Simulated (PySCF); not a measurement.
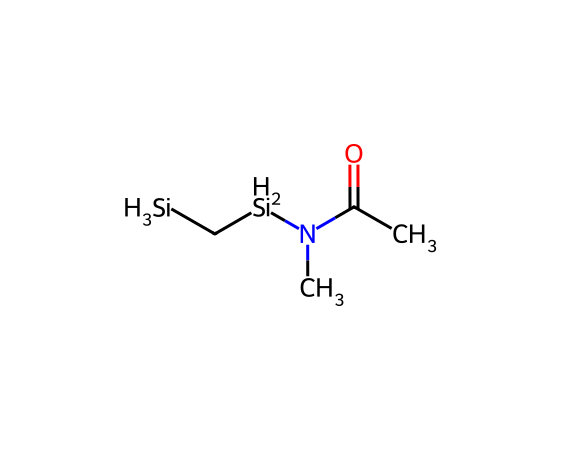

The computed structure is the end point of a GFN2-xTB optimisation. No frequency run is at hand to confirm it as a minimum. Properties computed with PBE0/pcSseg-1, gas phase (PySCF 2.14.0).

> Give the HOMO energy (Kohn–Sham orbital) at this level.

−7.36 eV.

> Give the dipole moment at this level.

3.77 D.

> Estimate the LUMO energy (Kohn–Sham orbital).

0.33 eV.

The geometry is semi-empirical. Around Si such bond lengths and angles can be off by a tenth of an ångström or more and by several degrees, and values that hang on the shape move with them.
